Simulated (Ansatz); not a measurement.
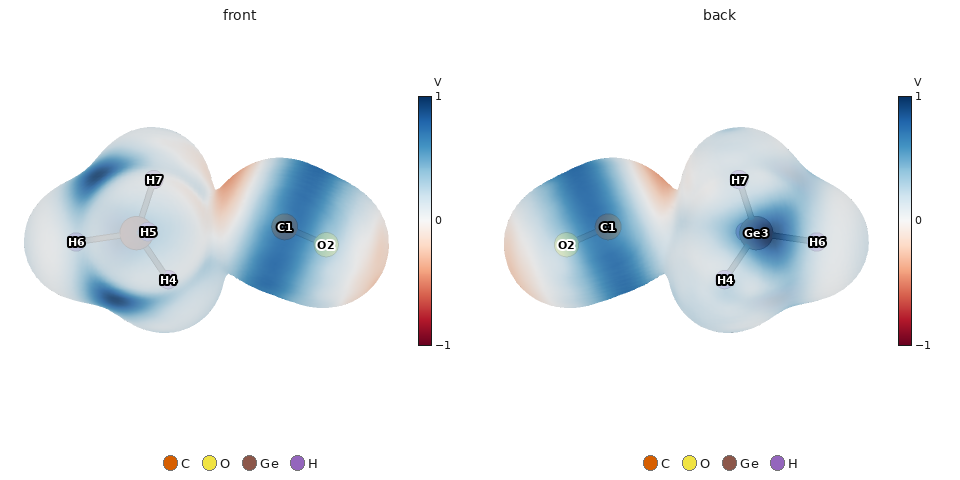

CO···GeH4 (SMILES [C-]#[O+].[GeH4]). The molecular electrostatic potential painted on the density surface at 0.002 e/bohr³, seen from the front and from behind; red is negative and blue positive.

Geometry: PBE0-D4/def2-TZVP.

These are results of RKS PBE0-D4/def2-TZVPPD (Ansatz), not measurements.

Input

```
crystal:
  periodic: [false, false, false]
  atoms:
    - {symbol: C, position_ang: [-0.367092, -0.424686, -2.446853]}
    - {symbol: O, position_ang: [-0.332188, -0.110846, -3.524683]}
    - {symbol: Ge, position_ang: [0.138816, 0.104983, 1.192207]}
    - {symbol: H, position_ang: [0.947120, 1.046064, 0.288578]}
    - {symbol: H, position_ang: [-1.356488, 0.260549, 0.888015]}
    - {symbol: H, position_ang: [0.399961, 0.469045, 2.661380]}
    - {symbol: H, position_ang: [0.569869, -1.345109, 0.941256]}
basis:
  gaussian: {orbitals: "def2-TZVPPD.json"}
hamiltonian: {xc: pbe0, dispersion: d4}
output: {orbitals: {seedname: orbitals}}
```

Launched as:

```sh
ansatz run in.yaml --threads 4 --pin off --events-out ev --progress --plain --max-ram 9574MiB
```

Q: Which sites attract a positive test charge, and which a negative one?

A: A positive charge is drawn to the negative regions and a negative charge to the positive ones. The most negative region (about −0.4 V) lies over C1, the most positive (about +0.9 V) over Ge3.
